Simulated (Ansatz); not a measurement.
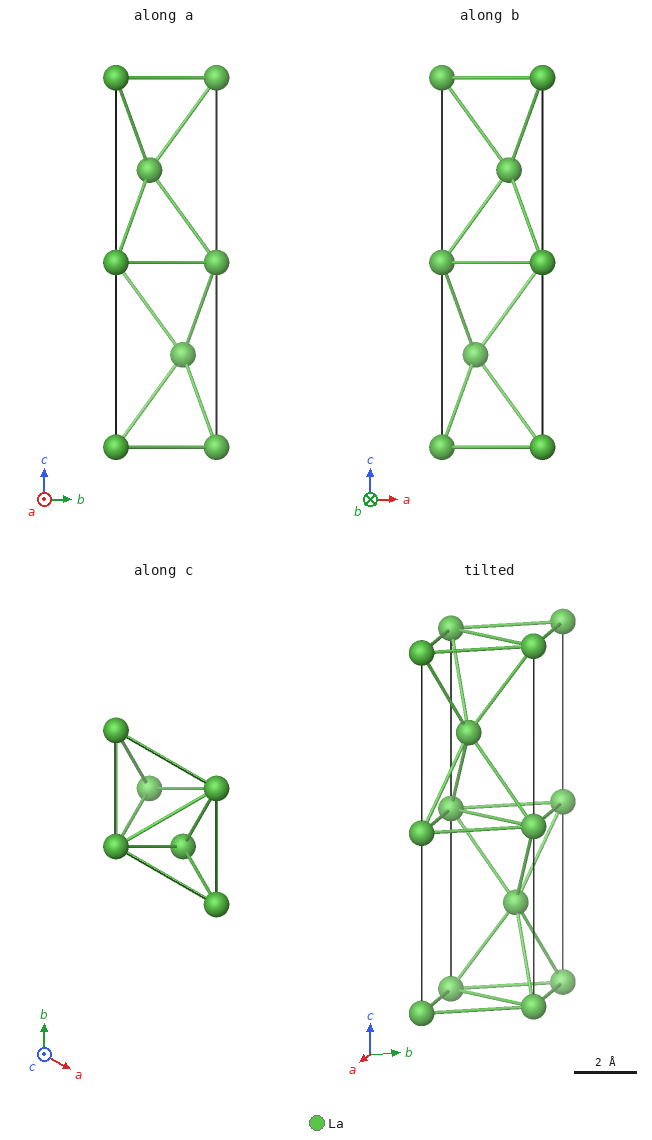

The crystal in a ball-and-stick representation, seen along the a axis, along the b axis, along the c axis and slightly off an axis. Thin lines show the conventional unit cell, with boundary atoms drawn in all their periodic places.

Lattice parameters: a = 3.783 Å, b = 3.783 Å, c = 12.039 Å, α = 90.00°, β = 90.00°, γ = 120.00°.

### Transcribe the picture into a table of Wyckoff sites.

Space group P6_3/mmc (No. 194).
```json
{"atom": "La", "site": "2a", "x": "0.0000", "y": "0.0000", "z": "0.0000"}
{"atom": "La", "site": "2c", "x": "0.3333", "y": "0.6667", "z": "0.2500"}
```

The initial geometry was a structure type filled with this element by a generator (whether the element takes this form wasn't checked). Earlier steps of the study may have refined or changed the cell and positions. It went into a calculation with Ansatz.
